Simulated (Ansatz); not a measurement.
Pulling on the Be1–H2 bond in BeH2O (SMILES [BeH][OH]) (multiplicity 1 held, fragments rigid). Energies count from the point at 1.328 Å.
Geometry at that point (charge 0, multiplicity 1):
```xyz
4

Be    -0.78408    -0.35296     0.02982
H     -1.99530    -0.89493     0.07985
O      0.51114     0.18522    -0.07360
H      1.04250     0.82503     0.38969
```

Restricted levels (R-, RO-) in cc, def2 and unpolarised 6-31G sets keep to the state of the molecule at rest. Active spaces are followed from a long bond inwards. Curves can end on different states.

Frozen-core correlation.

Codes used: Ansatz (Gaussian basis) for Hartree–Fock, density functionals and correlated methods. Values without a source in brackets are computed.

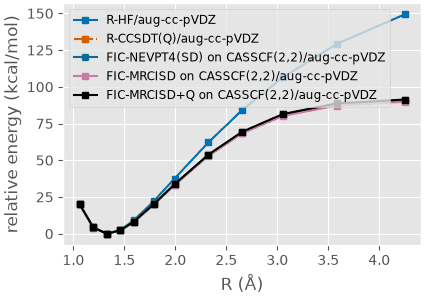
Figure: Relative energy along the coordinate

Problem. Read off the R-HF/aug-cc-pVDZ curve at R = 2.656.

Solution. about 84 kcal/mol

Doubts at one or more of the structures used: a restricted determinant that unrestricted orbitals would lower (R-HF/aug-cc-pVDZ, R-CCSDT(Q)/aug-cc-pVDZ); T1 above 0.05 (R-CCSDT(Q)/aug-cc-pVDZ); other coupled-cluster roots lie near (R-CCSDT(Q)/aug-cc-pVDZ).

Ansatz is an electronic-structure program.
